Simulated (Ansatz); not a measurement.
**H8N2Si2Sn: small, medium and large basis sets**

Aim: see how fast density functionals converge with the basis set for H8N2Si2Sn.

Method: one geometry, several basis sets; program: Ansatz 0.2.0, Gaussian basis.

Plan: PBE0-D4/def2-SVP; ωB97M-V/def2-SVP; PBE0-D4/def2-QZVPP; ωB97M-V/def2-QZVPP; the functionals' def2-TZVPP values are taken from earlier runs.

**1. Structure used throughout**

The geometry comes from an earlier relaxation with PBE0-D4 in a triple-zeta def2 set; it is a stationary point, not always the lowest conformer. Sn takes the def2 core potential; no spin-orbit term is included.

13 atoms, charge 0, spin multiplicity 1.

Atoms are counted from 1 here; the program's logs count them from 0.

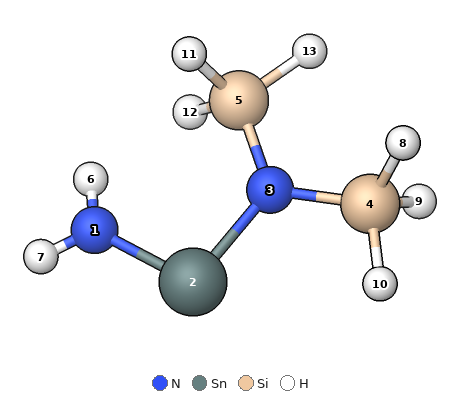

The geometry (nitrogen blue, tin teal, silicon light orange, hydrogen white); atoms are numbered from 1 in the order of the file.

**2. PBE0-D4 in def2-SVP**

in.yaml reads:

```yaml
crystal:
  periodic: [false, false, false]
  atoms:
    - {symbol: N, position_ang: [-1.022285, 1.889567, -1.616153]}
    - {symbol: Sn, position_ang: [0.332152, 2.071376, -0.135408]}
    - {symbol: N, position_ang: [0.338490, 0.054693, 0.381344]}
    - {symbol: Si, position_ang: [1.289285, -0.413011, 1.743854]}
    - {symbol: Si, position_ang: [-0.507359, -1.161413, -0.503933]}
    - {symbol: H, position_ang: [-1.557768, 1.073513, -1.872454]}
    - {symbol: H, position_ang: [-1.300082, 2.687015, -2.167361]}
    - {symbol: H, position_ang: [2.343787, -1.403737, 1.388279]}
    - {symbol: H, position_ang: [0.466713, -1.010090, 2.832750]}
    - {symbol: H, position_ang: [1.955336, 0.810296, 2.278403]}
    - {symbol: H, position_ang: [0.032540, -1.331456, -1.881534]}
    - {symbol: H, position_ang: [-1.956367, -0.836252, -0.641402]}
    - {symbol: H, position_ang: [-0.393943, -2.465401, 0.208316]}
basis:
  gaussian: {orbitals: def2-SVP}
hamiltonian: {xc: pbe0, dispersion: d4}
output: {orbitals: {seedname: orbitals}}
```

On the command line:

```console
$ ansatz run in.yaml --threads 4 --pin off --events-out ev --progress --plain --max-ram 11315MiB
```

Standard output:

```text
Functional definition: PBE0
  name "PBE0"
  cite "Adamo & Barone, J. Chem. Phys. 110, 6158 (1999) doi:10.1063/1.478522"
  cite "Perdew, Burke & Ernzerhof, Phys. Rev. Lett. 77, 3865 (1996) doi:10.1103/PhysRevLett.77.3865"
  parent pbe
  parameter a = 0.25
  parameter kappa = 0.804
  parameter beta = 0.06672455060314922
  exchange = (1 - a)*pbe_x(kappa = kappa, mu = beta*pi^2/3) + a*exact_x
  correlation = pbe_c(beta = beta)
1368 factors; integrals over basis functions are off by at most 1.1e-3 eV
mean field evaluation 1: about -24668.8924 eV, gradient 7.5e1 eV
mean field evaluation 2: about -24623.5193 eV, gradient 1.4e2 eV
mean field evaluation 4: about -24680.3260 eV, gradient 1.7e1 eV
mean field evaluation 8: about -24681.0483 eV, gradient 6.6e-1 eV
mean field evaluation 16: about -24681.0497 eV, gradient 1.4e-4 eV
mean field -24681.04973302 eV, -907.0118482721 hartree, gradient 3.0e-5 eV, S^2 0.000000; 0 other end points of the search recorded, 0 dependent functions left out
reference -24681.04976648 eV, -907.0118495017 hartree; 36, 36 occupied and 94, 94 virtual orbitals, 1368 factors
Total energy: -24681.40968244 eV, -907.0250761692 hartree
```

Run time: 1.1 s. Hardware: 4 threads of Intel Xeon 6975P-C, shared host.

**3. ωB97M-V in def2-SVP**

in.yaml: that of step 2 with these lines changed.

```diff
@@ -18,3 +18,3 @@
   gaussian: {orbitals: def2-SVP}
-hamiltonian: {xc: pbe0, dispersion: d4}
+hamiltonian: {xc: {name: wB97M-V}}
 output: {orbitals: {seedname: orbitals}}
```

Launched as before.

Standard output (excerpt; [...] marks lines left out):

```text
Functional definition: wB97M-V
  name "wB97M-V"
  cite "Mardirossian & Head-Gordon, J. Chem. Phys. 144, 214110 (2016) doi:10.1063/1.4952647"
  cite "Becke, J. Chem. Phys. 107, 8554 (1997) doi:10.1063/1.475007"
  cite "Vydrov & Van Voorhis, J. Chem. Phys. 133, 244103 (2010) doi:10.1063/1.3521275"
  # Of w^i u^j: cxij and so on, Table III.
[...]
  gx(w, u) = 1 - cx + cx01*u + cx10*w
  gss(w, u) = css00 + css04*u^4 + css10*w + css20*w^2 + css43*w^4*u^3
  gos(w, u) = cos00 + cos10*w + (cos20 + cos21*u)*w^2 + (cos60 + cos61*u)*w^6
[...]
      + integral(e_c_pw_mod_opposite_spin*gos(b97_w_opposite, b97_u_opposite)) + vv10(b, c)
1368 factors; integrals over basis functions are off by at most 1.1e-3 eV
443 factors; integrals over basis functions are off by at most 6.4e-6 eV
[...]
mean field -24687.19374105 eV, -907.2376364028 hartree, gradient 1.4e-5 eV, S^2 0.000000; 0 other end points of the search recorded, 0 dependent functions left out
reference -24687.19379335 eV, -907.2376383247 hartree; 36, 36 occupied and 94, 94 virtual orbitals, 1368 factors
Total energy: -24687.19379335 eV, -907.2376383247 hartree
```

Wall time 3.8 s (4 threads of Intel Xeon 6975P-C, shared host).

**4. PBE0-D4 in def2-QZVPP**

in.yaml: that of step 3 with these lines changed.

```diff
@@ -17,4 +17,4 @@
 basis:
-  gaussian: {orbitals: def2-SVP}
-hamiltonian: {xc: {name: wB97M-V}}
+  gaussian: {orbitals: "def2-QZVPP.json"}
+hamiltonian: {xc: pbe0, dispersion: d4}
 output: {orbitals: {seedname: orbitals}}
```

The command is unchanged.

Standard output:

```text
Functional definition: PBE0
  name "PBE0"
  cite "Adamo & Barone, J. Chem. Phys. 110, 6158 (1999) doi:10.1063/1.478522"
  cite "Perdew, Burke & Ernzerhof, Phys. Rev. Lett. 77, 3865 (1996) doi:10.1103/PhysRevLett.77.3865"
  parent pbe
  parameter a = 0.25
  parameter kappa = 0.804
  parameter beta = 0.06672455060314922
  exchange = (1 - a)*pbe_x(kappa = kappa, mu = beta*pi^2/3) + a*exact_x
  correlation = pbe_c(beta = beta)
2073 factors; their error is unknown
mean field evaluation 1: about -24674.3750 eV, gradient 9.4e1 eV
mean field evaluation 2: about -24604.4510 eV, gradient 1.8e2 eV
mean field evaluation 4: about -24691.2662 eV, gradient 1.1e1 eV
mean field evaluation 8: about -24691.4560 eV, gradient 2.1e-1 eV
mean field evaluation 16: about -24691.5336 eV, gradient 2.7e-4 eV
mean field -24691.53362714 eV, -907.3971242746 hartree, gradient 1.9e-5 eV, S^2 0.000000; 0 other end points of the search recorded, 0 dependent functions left out
reference -24691.53367645 eV, -907.3971260868 hartree; 36, 36 occupied and 540, 540 virtual orbitals, 2073 factors
Total energy: -24691.89359240 eV, -907.4103527542 hartree
```

Wall time 9.5 s (4 threads of Intel Xeon 6975P-C, shared host); peak memory 3 GiB.

**5. ωB97M-V in def2-QZVPP**

in.yaml: that of step 4 with these lines changed.

```diff
@@ -18,3 +18,3 @@
   gaussian: {orbitals: "def2-QZVPP.json"}
-hamiltonian: {xc: pbe0, dispersion: d4}
+hamiltonian: {xc: {name: wB97M-V}}
 output: {orbitals: {seedname: orbitals}}
```

Same command.

Standard output (excerpt; [...] marks lines left out):

```text
Functional definition: wB97M-V
  name "wB97M-V"
  cite "Mardirossian & Head-Gordon, J. Chem. Phys. 144, 214110 (2016) doi:10.1063/1.4952647"
  cite "Becke, J. Chem. Phys. 107, 8554 (1997) doi:10.1063/1.475007"
  cite "Vydrov & Van Voorhis, J. Chem. Phys. 133, 244103 (2010) doi:10.1063/1.3521275"
  # Of w^i u^j: cxij and so on, Table III.
[...]
  gx(w, u) = 1 - cx + cx01*u + cx10*w
  gss(w, u) = css00 + css04*u^4 + css10*w + css20*w^2 + css43*w^4*u^3
  gos(w, u) = cos00 + cos10*w + (cos20 + cos21*u)*w^2 + (cos60 + cos61*u)*w^6
[...]
      + integral(e_c_pw_mod_opposite_spin*gos(b97_w_opposite, b97_u_opposite)) + vv10(b, c)
2016 factors; their error is unknown
505 factors; integrals over basis functions are off by at most 1.1e-5 eV
[...]
mean field -24697.82806405 eV, -907.6284405646 hartree, gradient 5.1e-5 eV, S^2 0.000000; 0 other end points of the search recorded, 0 dependent functions left out
reference -24697.82814284 eV, -907.6284434603 hartree; 36, 36 occupied and 540, 540 virtual orbitals, 2016 factors
Total energy: -24697.82814284 eV, -907.6284434603 hartree
```

Run time: 18 s. Hardware: 4 threads of Intel Xeon 6975P-C, shared host; peak memory 3.2 GiB.

**6. Functionals by basis**

The def2-TZVPP values come from earlier runs at the same geometry.

```
functional       basis  functions  energy (eV)  from the largest (eV)  HOMO (eV)  LUMO (eV)
   PBE0-D4    def2-SVP        130  -24681.4097                 10.484      -7.05      -1.65
   PBE0-D4  def2-TZVPP        308  -24691.0926                  0.801      -7.19      -1.81
   PBE0-D4  def2-QZVPP        576  -24691.8936                  0.000      -7.21      -1.85
   ωB97M-V    def2-SVP        130  -24687.1938                 10.634      -9.22       0.13
   ωB97M-V  def2-TZVPP        308  -24697.0837                  0.744      -9.38      -0.15
   ωB97M-V  def2-QZVPP        576  -24697.8281                  0.000      -9.41      -0.23
```

**7. Results**

| quantity | value |
| --- | --- |
| PBE0-D4: double and triple zeta above quadruple | 10.48, 0.80 eV |
| ωB97M-V: double and triple zeta above quadruple | 10.63, 0.74 eV |

What this shows: For PBE0-D4 the step from double to triple zeta gains 9.68 eV and the next only 0.80 eV. These are total energies; as a rule much of such shifts cancels in differences, which this series doesn't test.

For PBE0-D4 the largest set took about 9 times as long as the smallest (9.5 s against 1.1 s).
